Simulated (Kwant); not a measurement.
System: Aharonov-Bohm ring in a In0.53Ga0.47As two-dimensional gas. Effective mass 0.041 mₑ, grid spacing 6.7 nm, hard walls, nominal width 80 nm (11 grid rows, so walls 80.4 nm apart), one parabolic valley, scattering region 560 nm long along x; energies count from the band bottom; Fermi energy 0.00703 eV. Ring of mean radius 160 nm, arms as wide as the leads. Perpendicular field swept from 0 to 0.31 T, none in the leads; orbital effect alone.

The device is made up for the run: typed textbook-type constants, with dimensions and the other settings drawn at random.

Computed with Kwant: effective-mass tight-binding model on a square grid, one spin, coherent transport at 0 K. Conductance is in e²/h.

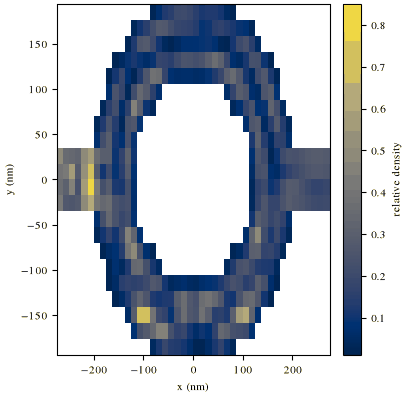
*Density of the scattering states that come in from the left lead, at field = 0.15674 T, in bins, relative to the largest site value*

The conductance there is 1.35 e²/h with 2 open channel(s) in the leads.
